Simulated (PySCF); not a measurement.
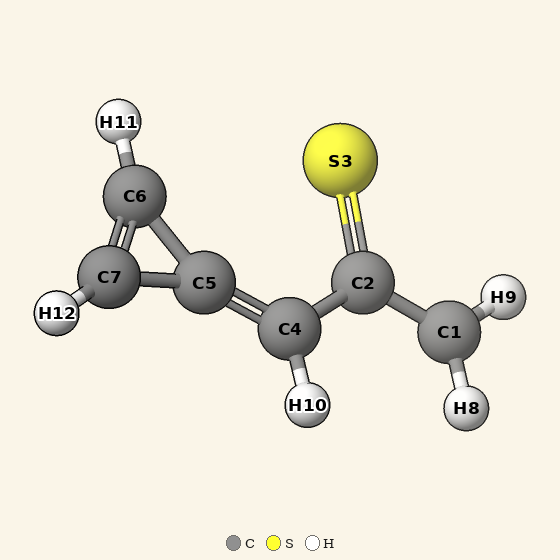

Charge 0, doublet. Computed geometry: GFN2-xTB optimisation. No frequency run is at hand to confirm it as a minimum. Method: UKS B3LYP, pcH-1 on C H S, non-relativistic (PySCF 2.14.0).

Give the isotropic hyperfine couplings (Fermi-contact term alone) of C1, C2, S3, C4, C5, C6, C7, H8, H9, H10, H11, H12.

| atom | isotope | a_iso (MHz) |
| --- | --- | --- |
| C1 | 13C | 42.7 |
| C2 | 13C | −34.2 |
| S3 | 33S | 12.8 |
| C4 | 13C | 3.7 |
| C5 | 13C | −4.5 |
| C6 | 13C | −1.1 |
| C7 | 13C | 2.0 |
| H8 | 1H | −34.9 |
| H9 | 1H | −34.7 |
| H10 | 1H | −2.1 |
| H11 | 1H | 1.1 |
| H12 | 1H | −0.8 |

The run warned: orbitally degenerate or nearly so: second-order g, spin-orbit hyperfine and D do not apply.
